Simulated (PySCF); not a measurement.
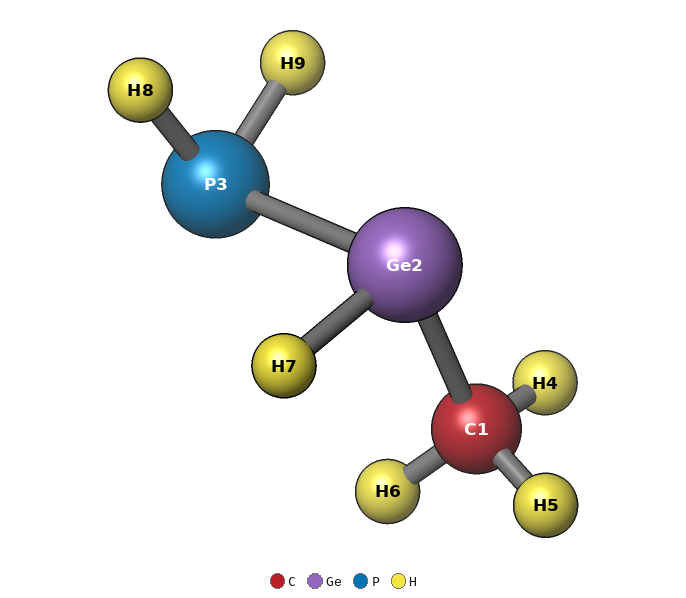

The species has charge −1 and is a spin singlet. Computed geometry: PBE0-D3(BJ)/def2-SVP optimisation. No frequency run is at hand to confirm it as a minimum. Method: TDDFT CAM-B3LYP/def2-SVPD, vertical, gas phase, core orbitals frozen in the response (PySCF 2.14.0), and the same with a continuum solvent (IEF-PCM, Bondi radii x 1.2, gas-phase geometry).

How do HOMO–LUMO gap (eV), lowest singlet (eV) change in chloroform (ε = 4.7), water (ε = 78.4)?

```
    medium  HOMO–LUMO gap (eV)  lowest singlet (eV)
 gas phase                6.49                 3.83
chloroform                6.94                 4.10
     water                7.05                 4.21
```
